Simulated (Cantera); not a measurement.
Feed: 1 mol CuO, 1800 mol H2, at 1850 K.

Method: chemical equilibrium by Gibbs-energy minimisation in Cantera with the NASA 1993 tables (ideal gas, pure condensed phases). Candidate condensed phases: Cu, CuO, Cu(OH)2, Cu2O, H2O; 12 gas species. The numbers say what is thermodynamically allowed, not how fast it happens.

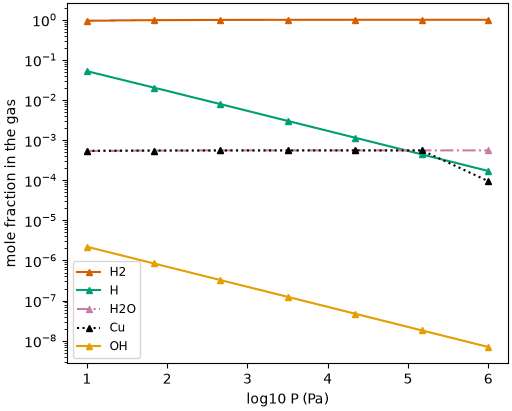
Equilibrium gas composition (values under 1e-9 drawn at 1e-9)

Task: Read off the mole fractions at 3200 Pa.

Result: H2 about 1.00, H about 0.0030, Cu about 0.00055, H2O about 0.00055, OH about 1.2e-7.
